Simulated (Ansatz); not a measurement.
Process, species as SMILES: C(=S)=O + 4 [H][H] (H2) → C (CH4) + O (H2O) + S (H2S)
B3LYP-D3(BJ)/def2-TZVP geometries, fixed; electronic energies without zero-point terms.
Largest species:
```
C
H 1 1.0892
H 1 1.0892 2 109.47
H 1 1.0892 2 109.47 3 120.00
H 1 1.0892 2 109.47 3 -120.00
```

Basis-set convergence of the energy of full hydrogenation at wB97M-V with Ansatz (a quantum-chemistry and plane-wave program). Cartesian d functions, on some or all atoms, in 6-31G*, 6-31G**; all else is spherical. The program fits the integrals of some runs and decomposes those of others, by size. The functional holds VV10 correlation; no added dispersion term, no relativity. Functions are those of the species that has most. Reference: the value in pcseg-4, -65.43 kcal/mol, itself unsure by roughly 0.21 kcal/mol (its mean distance from aug-pcseg-3, aug-cc-pV(Q+d)Z, cc-pV(5+d)Z). Deviations are taken from unrounded values.

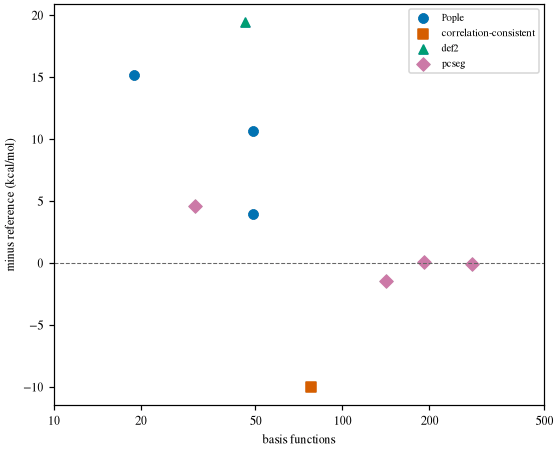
Figure. Deviation from the reference against the number of basis functions, by family of sets.

| basis | functions | energy of full hydrogenation (kcal/mol) | minus reference (kcal/mol) |
|---|---|---|---|
| STO-3G | 19 | -50.26 | 15.17 |
| pcseg-0 | 31 | -60.82 | 4.60 |
| def2-SV(P) | 46 | -46.01 | 19.42 |
| 6-31G* | 49 | -54.81 | 10.62 |
| 6-31G** | 49 | -61.44 | 3.99 |
| aug-cc-pV(D+d)Z | 78 | -75.41 | -9.99 |
| aug-pcseg-2 | 142 | -66.88 | -1.45 |
| pcseg-3 | 192 | -65.37 | 0.06 |
| aug-pcseg-3 | 281 | -65.48 | -0.05 |
